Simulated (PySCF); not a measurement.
C10H8S2, SMILES C=Cc1ccc(-c2cccs2)s1 at its GFN2-xTB optimised geometry (Å):

```
20

C      2.6439    -3.8573     0.0001
C      1.4701    -3.2291     0.0000
C      1.2926    -1.8026    -0.0001
C      2.2248    -0.7938    -0.0001
C      1.6634     0.4876    -0.0001
C      0.2890     0.4825    -0.0001
C     -0.5983     1.5989     0.0000
C     -1.9695     1.5989     0.0000
C     -2.5221     2.8928     0.0000
C     -1.5764     3.8682     0.0000
S      0.0189     3.2285     0.0000
S     -0.3196    -1.1454    -0.0002
H      3.5792    -3.3253    -0.0002
H      2.7023    -4.9312    -0.0003
H      0.5528    -3.8037    -0.0002
H      3.2847    -0.9723    -0.0001
H      2.2367     1.3982    -0.0001
H     -2.5504     0.6936     0.0000
H     -3.5792     3.0897     0.0000
H     -1.7127     4.9312     0.0001
```

Level of theory: PySCF with PBE0/def2-SVP. Cells within 0.4 Å of a nucleus heavier than hydrogen are left out (blank, or x).

Map of the Laplacian of the electron density (e/bohr⁵), clipped to [-1.50, 1.50] on the plane z = 0.0 Å:

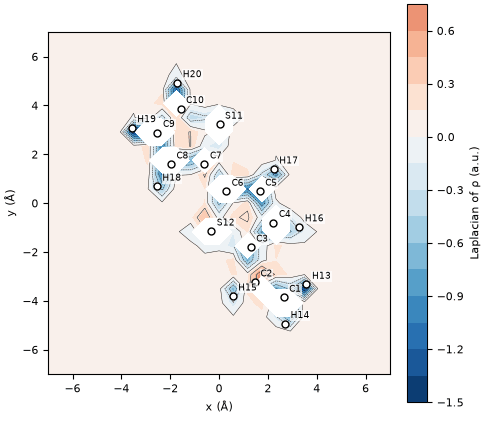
Figure: Laplacian of the electron density (e/bohr⁵), clipped to [-1.50, 1.50] on the plane z = 0.0 Å.
